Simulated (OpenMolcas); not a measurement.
**Run report: SiH$_{3}$Br, excited-state calculation (part 3 of 3)**

SiH$_{3}$Br; CASPT2/ANO-S-VDZP (OpenMolcas 26.06). The geometry comes from this level: GFN2-xTB.

Geometry of the input (Å):
```
Si -0.1863  0.0712  -0.0560
Br 1.8060  -0.6880  0.5309
H  -1.0324  -0.1150  1.1118
H  -0.5974  -0.7390  -1.1906
H  0.0101  1.4708  -0.3962
```

Output, continued:
```
   (Skipping property calculation,
    use PROP keyword to activate)
--

++ CASPT2 computation for group   2

********************************************************************************
 Multi-State initialization phase begins for group   2
--------------------------------------------------------------------------------
********************************************************************************
 Compute H0 matrices for state    2
--------------------------------------------------------------------------------
--------------------------------------------------------------------------------
 H0 matrices have been computed.

********************************************************************************
  CASPT2 EQUATION SOLUTION
--------------------------------------------------------------------------------

  Total nr of CASPT2 parameters:
   Before reduction:      146010
   After  reduction:      145545

 Variance of |WF0>:       0.4800514257

 The contributions to the second order correlation energy in atomic units.
-----------------------------------------------------------------------------------------------------------------------------
  IT.      VJTU        VJTI        ATVX        AIVX        VJAI        BVAT        BJAT        BJAI        TOTAL       RNORM
-----------------------------------------------------------------------------------------------------------------------------
   1    -0.002895   -0.000678   -0.027042   -0.023365   -0.007354   -0.073084   -0.042710   -0.022212   -0.199341    0.015513
   2    -0.002996   -0.000709   -0.027751   -0.023696   -0.007419   -0.073377   -0.042886   -0.022288   -0.201122    0.002810
   3    -0.003007   -0.000709   -0.027752   -0.023695   -0.007417   -0.073371   -0.042866   -0.022277   -0.201094    0.000773
   4    -0.003008   -0.000710   -0.027732   -0.023687   -0.007414   -0.073357   -0.042857   -0.022273   -0.201037    0.000198
   5    -0.003008   -0.000710   -0.027731   -0.023688   -0.007414   -0.073357   -0.042858   -0.022274   -0.201040    0.000051
   6    -0.003008   -0.000710   -0.027732   -0.023688   -0.007414   -0.073358   -0.042859   -0.022274   -0.201043    0.000012
   7    -0.003008   -0.000710   -0.027732   -0.023688   -0.007414   -0.073357   -0.042859   -0.022274   -0.201043    0.000003
-----------------------------------------------------------------------------------------------------------------------------

  FINAL CASPT2 RESULT:

      Reference energy:       -2862.9474937588
      E2 (Non-variational):      -0.2010430126
      Shift correction:          -0.0022758891
      E2 (Variational):          -0.2033189017
      Total energy:           -2863.1508126605
      Residual norm:              0.0000006284
      Reference weight:           0.90936

      Contributions to the CASPT2 correlation energy
      Active & Virtual Only:         -0.1010892394
      One Inactive Excited:          -0.0695554350
      Two Inactive Excited:          -0.0303983383

++ Denominators, etc.
--------------------------------------------------------------------------------------------------------------
 Report on small energy denominators, large coefficients, and large energy contributions.
CASE  SYMM ACTIVE-MIX  NON-ACTIVE INDICES          DENOMINATOR     RHS VALUE       COEFFICIENT     CONTRIBUTION
VJTU     1  Mu1.0001  In1.021                       0.24349539     -0.00003110      0.00001688     -0.00000000
VJTU     1  Mu1.0002  In1.021                       0.60046287     -0.02212309      0.02904781     -0.00064263
ATVX     1  Mu1.0001  Se1.031                       0.14551900      0.00004380     -0.00010874     -0.00000000
ATVX     1  Mu1.0001  Se1.032                       0.14223001     -0.00087171      0.00219901     -0.00000192
ATVX     1  Mu1.0001  Se1.033                       0.17108251     -0.00027908     -0.00215819      0.00000060
ATVX     1  Mu1.0001  Se1.034                       0.20561714     -0.00290644      0.00578939     -0.00001683
ATVX     1  Mu1.0001  Se1.035                       0.27598601     -0.00053612     -0.00129130      0.00000069
ATVX     1  Mu1.0005  Se1.037                       0.68840920      0.02279272     -0.02831964     -0.00064548
AIVX     1  Mu1.0010  In1.020 Se1.041               2.09025708      0.06224364     -0.02945781     -0.00183356
AIVX     1  Mu1.0003  In1.020 Se1.042               1.80194138      0.07212014     -0.03938102     -0.00284016
BVATP    1  Mu1.0015  Se1.041 Se1.041               2.23875959     -0.05887143      0.02633930     -0.00155063
BVATM    1  Mu1.0010  Se1.042 Se1.041               2.18479422      0.07018870     -0.03182513     -0.00223376
--

   (Skipping property calculation,
    use PROP keyword to activate)
--

++ CASPT2 computation for group   3

********************************************************************************
 Multi-State initialization phase begins for group   3
--------------------------------------------------------------------------------
********************************************************************************
 Compute H0 matrices for state    3
--------------------------------------------------------------------------------
--------------------------------------------------------------------------------
 H0 matrices have been computed.

********************************************************************************
  CASPT2 EQUATION SOLUTION
--------------------------------------------------------------------------------

  Total nr of CASPT2 parameters:
   Before reduction:      146010
   After  reduction:      145545

 Variance of |WF0>:       0.4794782563

 The contributions to the second order correlation energy in atomic units.
-----------------------------------------------------------------------------------------------------------------------------
  IT.      VJTU        VJTI        ATVX        AIVX        VJAI        BVAT        BJAT        BJAI        TOTAL       RNORM
-----------------------------------------------------------------------------------------------------------------------------
   1    -0.002891   -0.000664   -0.027038   -0.023296   -0.007277   -0.073086   -0.042749   -0.022214   -0.199215    0.015516
   2    -0.002993   -0.000695   -0.027747   -0.023627   -0.007341   -0.073380   -0.042924   -0.022290   -0.200997    0.002811
   3    -0.003003   -0.000695   -0.027747   -0.023627   -0.007339   -0.073373   -0.042905   -0.022280   -0.200969    0.000773
   4    -0.003005   -0.000696   -0.027727   -0.023618   -0.007336   -0.073359   -0.042895   -0.022276   -0.200913    0.000198
   5    -0.003005   -0.000696   -0.027727   -0.023619   -0.007336   -0.073359   -0.042896   -0.022276   -0.200915    0.000051
   6    -0.003005   -0.000696   -0.027727   -0.023620   -0.007337   -0.073360   -0.042897   -0.022277   -0.200919    0.000012
   7    -0.003005   -0.000696   -0.027727   -0.023620   -0.007337   -0.073360   -0.042897   -0.022277   -0.200918    0.000003
-----------------------------------------------------------------------------------------------------------------------------

  FINAL CASPT2 RESULT:

      Reference energy:       -2862.9474027016
      E2 (Non-variational):      -0.2009182237
      Shift correction:          -0.0022776978
      E2 (Variational):          -0.2031959214
      Total energy:           -2863.1505986230
      Residual norm:              0.0000006291
      Reference weight:           0.90937

      Contributions to the CASPT2 correlation energy
      Active & Virtual Only:         -0.1010869427
      One Inactive Excited:          -0.0695219007
      Two Inactive Excited:          -0.0303093802

++ Denominators, etc.
--------------------------------------------------------------------------------------------------------------
 Report on small energy denominators, large coefficients, and large energy contributions.
CASE  SYMM ACTIVE-MIX  NON-ACTIVE INDICES          DENOMINATOR     RHS VALUE       COEFFICIENT     CONTRIBUTION
VJTU     1  Mu1.0001  In1.021                       0.24231228     -0.00000243      0.00000255     -0.00000000
VJTU     1  Mu1.0002  In1.021                       0.60041365     -0.02212924      0.02905659     -0.00064300
ATVX     1  Mu1.0001  Se1.031                       0.14227182      0.00005468     -0.00013994     -0.00000001
ATVX     1  Mu1.0001  Se1.032                       0.14548612     -0.00088154      0.00224375     -0.00000198
ATVX     1  Mu1.0001  Se1.033                       0.17107427      0.00029064      0.00213199      0.00000062
ATVX     1  Mu1.0001  Se1.034                       0.20562391      0.00290578     -0.00579241     -0.00001683
ATVX     1  Mu1.0001  Se1.035                       0.27594185      0.00052704      0.00131209      0.00000069
ATVX     1  Mu1.0005  Se1.036                       0.68803141     -0.02212228      0.02752002     -0.00060881
AIVX     1  Mu1.0010  In1.020 Se1.041               2.09018420      0.06203447     -0.02937325     -0.00182215
AIVX     1  Mu1.0003  In1.020 Se1.042               1.80221397     -0.07225580      0.03945341     -0.00285074
BVATP    1  Mu1.0015  Se1.042 Se1.042               2.23848559      0.05612853     -0.02510813     -0.00140928
BVATM    1  Mu1.0010  Se1.042 Se1.041               2.18475852      0.07029151     -0.03187159     -0.00224030
--

   (Skipping property calculation,
    use PROP keyword to activate)
--

  Total CASPT2 energies:
::    CASPT2 Root  1     Total energy:  -2863.40436494
::    CASPT2 Root  2     Total energy:  -2863.15081266
::    CASPT2 Root  3     Total energy:  -2863.15059862

++ Multi-State CASPT2 section:
********************************************************************************
  MULTI-STATE CASPT2 SECTION
--------------------------------------------------------------------------------

  Output diagonal energies have been shifted. Add    2863.0000000000000

  Effective Hamiltonian matrix (Symmetric):

                1               2               3
   1     -5726.40436494
   2         0.00001580  -5726.15081266
   3         0.00000017     -0.00000374  -5726.15059862

       Total MS-CASPT2 energies:
::    MS-CASPT2 Root  1     Total energy:  -2863.40436494
::    MS-CASPT2 Root  2     Total energy:  -2863.15081272
::    MS-CASPT2 Root  3     Total energy:  -2863.15059856

       Eigenvectors:
            1.00000000      0.00006233     -0.00000043
           -0.00006233      0.99984776     -0.01744854
           -0.00000066      0.01744854      0.99984776

--

  THE ORIGINAL CI ARRAYS ARE NOW MIXED AS LINEAR
  COMBINATIONS, GIVEN BY THE EIGENVECTORS.
  A NEW JOBIPH FILE NAMED 'JOBMIX' IS PREPARED.
********************************************************************************

++ Mixed CI coefficients:
  The CI coefficients for the MIXED state nr.   1
--------------------------------------------------------------------------------
 CI COEFFICIENTS LARGER THAN  5.00E-02
  Occupation of active orbitals, and spin coupling
  of open shells. (u,d: Spin up or down).
  SGUGA info is (Midvert:IsyUp:UpperWalk/LowerWalk)
        Conf  SGUGA info        Occupation    Coefficient         Weight
           1  ( 1:1:   1/   1)   222220000       0.983341       0.966960
          56  ( 2:1:   1/   2)   22u22d000      -0.056857       0.003233

  The CI coefficients for the MIXED state nr.   2
--------------------------------------------------------------------------------
 CI COEFFICIENTS LARGER THAN  5.00E-02
  Occupation of active orbitals, and spin coupling
  of open shells. (u,d: Spin up or down).
  SGUGA info is (Midvert:IsyUp:UpperWalk/LowerWalk)
        Conf  SGUGA info        Occupation    Coefficient         Weight
           2  ( 1:1:   2/   1)   2222ud000      -0.971047       0.942933
          16  ( 2:1:   1/   1)   222u2d000       0.133106       0.017717

  The CI coefficients for the MIXED state nr.   3
--------------------------------------------------------------------------------
 CI COEFFICIENTS LARGER THAN  5.00E-02
  Occupation of active orbitals, and spin coupling
  of open shells. (u,d: Spin up or down).
  SGUGA info is (Midvert:IsyUp:UpperWalk/LowerWalk)
        Conf  SGUGA info        Occupation    Coefficient         Weight
           2  ( 1:1:   2/   1)   2222ud000      -0.133104       0.017717
          16  ( 2:1:   1/   1)   222u2d000      -0.971051       0.942940

--

--- Stop Module: caspt2 /rc=_RC_ALL_IS_WELL_ ---
--- Module caspt2 spent 11 seconds ---

--- Start Module: rassi ---

                                               &RASSI

                       available to each process: 1.9 GB of memory, 1 thread

      ********************************************************************************
      *                             General data section                             *
      ********************************************************************************

   Specific data for JOBIPH file JOBMIX
   -------------------------------------

   Header from SEWARD:

   CASSCF title (first line only):
       (No title given)

  STATE IRREP:                1
  SPIN MULTIPLICITY:          1
  ACTIVE ELECTRONS:          10
  MAX RAS1 HOLES:             0
  MAX RAS3 ELECTRONS:         0
  NR OF CONFIG:            5292
 ###############################################################################
 ###    WARNING: EJOB used when HEFF is available, possible                  ###
 ###    extra interaction between states is ignored!                         ###
 ###############################################################################

   The following data are common to all the states:
   ------------------------------------------------
   (note: frozen counts as inactive, deleted as secondary)

      Nr of irreps: 1

                 Total     No./Irrep
      Irrep                  1
                             a

      INACTIVE      21      21
      ACTIVE         9       9
      SECONDARY     30      30
      BASIS         60      60

      RAS1           0       0
      RAS2           9       9
      RAS3           0       0

        MATRIX ELEMENTS WILL BE COMPUTED FOR THE FOLLOWING ONE-ELECTRON OPERATORS, UNLESS ZERO BY SYMMETRY.
   (Herm=Hermitian, Anti=Antihermitian, Sing=Singlet operator, Trip=Triplet operator)
     MLTPL  0   1 (HERMSING)     MLTPL  1   1 (HERMSING)     MLTPL  1   2 (HERMSING)
     MLTPL  1   3 (HERMSING)     MLTPL  2   1 (HERMSING)     MLTPL  2   2 (HERMSING)
     MLTPL  2   3 (HERMSING)     MLTPL  2   4 (HERMSING)     MLTPL  2   5 (HERMSING)
     MLTPL  2   6 (HERMSING)     VELOCITY   1 (ANTISING)     VELOCITY   2 (ANTISING)
     VELOCITY   3 (ANTISING)     ANGMOM     1 (ANTISING)     ANGMOM     2 (ANTISING)
     ANGMOM     3 (ANTISING)     MLTPV  2   1 (ANTISING)     MLTPV  2   2 (ANTISING)
     MLTPV  2   3 (ANTISING)     MLTPV  2   4 (ANTISING)     MLTPV  2   5 (ANTISING)
     MLTPV  2   6 (ANTISING)

       EIGENSTATES OF A SPIN-FREE HAMILTONIAN WILL BE COMPUTED BASED ON:

  a Hamiltonian matrix assumed to be diagonal with energies read from the wavefunction file(s).

  Nr of states:                    3

   State:        1   2   3
  JobIph:        1   1   1
 Root nr:        1   2   3

  HAMILTONIAN MATRIX FOR THE ORIGINAL STATES:

  Diagonal, with energies
  -2863.40436494  -2863.15081272  -2863.15059856

      OVERLAP MATRIX FOR THE ORIGINAL STATES:

  Diagonal, with elements
      1.00000000      1.00000000      1.00000000

::    RASSI State    1     Total energy:   -2863.40436494125242
::    RASSI State    2     Total energy:   -2863.15081272469615
::    RASSI State    3     Total energy:   -2863.15059855780964

      ****************************************************************************************************
      *                                         Spin-free section                                        *
      *                 Note: index according to input order, order according to energy.                 *
      ****************************************************************************************************

  SPIN-FREE ENERGIES:
  (Shifted by EMIN (a.u.) =      -2863.4043649413)

 SF State       Relative EMIN(au)   Rel lowest level(eV)    D:o, cm**(-1)

     1             0.0000000000        0.0000000000              0.0000
     2             0.2535522166        6.8995072982          55648.2793
     3             0.2537663834        6.9053350761          55695.2835

++ Dipole transition strengths (spin-free states):
   -----------------------------------------------
     for osc. strength at least  1.00000000E-05

      From   To        Osc. strength     Einstein coefficients Ax, Ay, Az (sec-1)    Total A (sec-1)
     -----------------------------------------------------------------------------------------------
         1    2       1.75434647E-02  4.72580217E+06  2.48309446E+06  2.90288408E+07  3.62377374E+07
         1    3       1.76614269E-02  2.06408942E+06  2.97551752E+07  4.72379053E+06  3.65430551E+07
     -----------------------------------------------------------------------------------------------
--

++ Velocity transition strengths (spin-free states):
   -------------------------------------------------
     for osc. strength at least  1.00000000E-05

      From   To        Osc. strength     Einstein coefficients Ax, Ay, Az (sec-1)    Total A (sec-1)
     -----------------------------------------------------------------------------------------------
         1    2       2.71006434E-02  7.37171880E+06  3.81553128E+06  4.47917721E+07  5.59790222E+07
         1    3       2.71989474E-02  3.18087757E+06  4.58195645E+07  7.27658682E+06  5.62770289E+07
     -----------------------------------------------------------------------------------------------
--

++ Length and velocity gauge comparison (spin-free states):
   --------------------------------------------------------

 --------------------------------------------------
 A comparison between the dipole oscillator strengths in
 length and velocity gauge will be performed

     All dipole oscillator differences above the tolerance of   1.00000000E-01  will be printed

 Due to basis set deficiency these oscillator may be problematic

 The tolerance is defined as ABS(1-O_l/O_v)
 O_l : dipole oscillator strength in length gauge
 O_p : dipole oscillator strength in velocity gauge
 --------------------------------------------------

  Problematic transitions have been found

      From   To       Difference (%) Osc. st. (len.) Osc. st. (vel.)
     ---------------------------------------------------------------
         1    2            35.265505  1.75434647E-02  2.71006434E-02
         1    3            35.065771  1.76614269E-02  2.71989474E-02
     ---------------------------------------------------------------

 Number of problematic transitions =                     2

--

 Electric-dipole - electric-octupole not included
 Electric-dipole - magnetic-quadrupole not included

      ****************************************************************************************************
      *                                    Special properties section                                    *
      ****************************************************************************************************

--- Stop Module: rassi /rc=_RC_ALL_IS_WELL_ ---

.##################.
.# Happy landing! #.
.##################.

    Timing: Wall=17.00 User=15.89 System=1.10
```

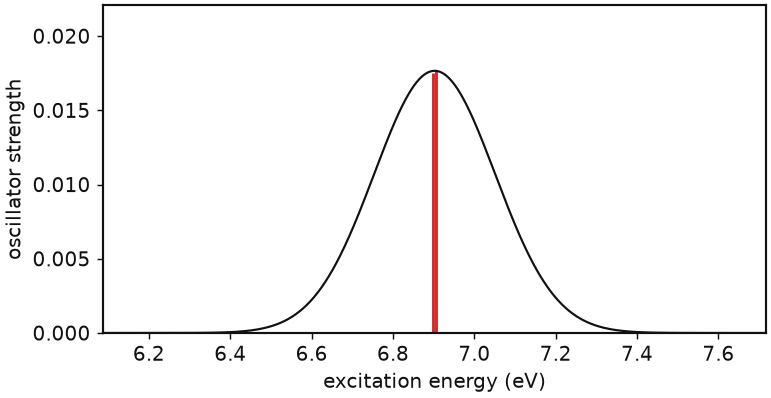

Computed excitations as sticks (degenerate states added up, dark ones marked on the axis), with a Gaussian envelope of 0.35 eV full width at half maximum, scaled to the tallest. Of the 2 states the lowest lies at 6.90 eV (f = 0.018); the strongest line is at 6.91 eV, or 180 nm (f = 0.018).

Summary:

```json
{"quantity": "outcome", "value": "converged"}
{"quantity": "total energy", "value": "−2863.404365 hartree"}
{"quantity": "CASSCF energy", "value": "−2863.198515 hartree"}
{"quantity": "basis functions", "value": "60"}
{"quantity": "lowest singlet excitation", "value": "6.90 eV"}
{"quantity": "hardware", "value": "1 thread of Arm Neoverse V1, 24 GiB of memory available, shared host"}
{"quantity": "wall time", "value": "17 s"}
{"quantity": "peak memory", "value": "0.14 GiB"}
```
